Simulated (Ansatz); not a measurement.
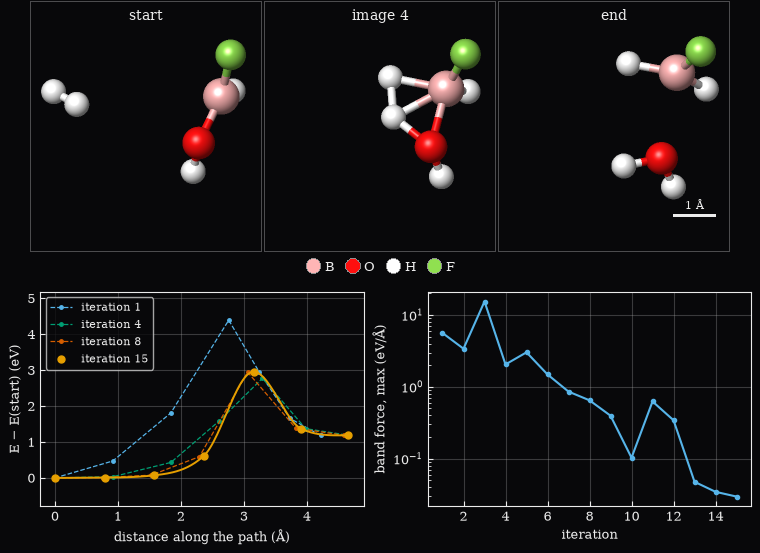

A search for the minimum-energy path of BH4OF, made up at the start of BH₂OF and H2 by the nudged elastic band. Images are numbered from 0 (start) to 6 (end). The plot follows the band through its iterations. The picture is a ball-and-stick view, seen at a tilt.

Theory: RHF/6-31G* (Ansatz 0.2.0). Settings: 5 movable images; climbing image; force threshold 0.03 eV/Å; iteration limit 60; starting path through a guess of the saddle point.

Did the band converge, and can the barrier be trusted?

Answer. The result is final at these settings. The band converged in 15 iterations. The largest component of the band force went from 5.6 to 0.03 eV/Å. The climbing image converged on the top of the path. Its vibrational analysis gives one imaginary mode (2034i cm⁻¹), as a transition state must have. The first iteration put the highest image at 4.39 eV. Forward barrier 2.96 eV, backward barrier 1.77 eV, with image 4 at the top; the reaction energy is +1.19 eV.

Limits of the set-up: the start holds two separate molecules, 3.1 Å apart at their closest, whose relative position is a soft coordinate and is computed without a dispersion correction; Hartree-Fock leaves out electron correlation.

The run took 59 s on 1 thread of Arm Neoverse N1, with other jobs on the host, peak memory 0.089 GiB.
